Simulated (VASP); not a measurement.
Band structure of Rh (fcc). Method: PW91 GGA, VASP's PBE PAW potentials (set 64) (plane waves; VASP).

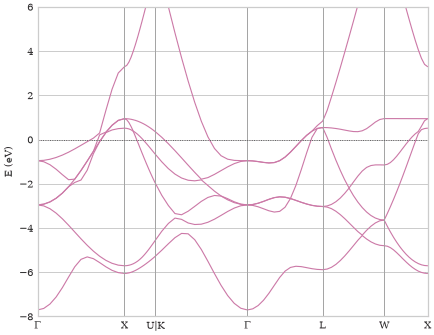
*Bands along high-symmetry lines, zero at the valence-band maximum or, without a gap, the Fermi level*

Problem. Read the plot: is there a gap, and where are the band edges?

Solution. It has no gap at this level: it comes out as a metal or semimetal. (Edges off the drawn lines would not show.)

The compound is Rh in the fcc structure. It was relaxed first.
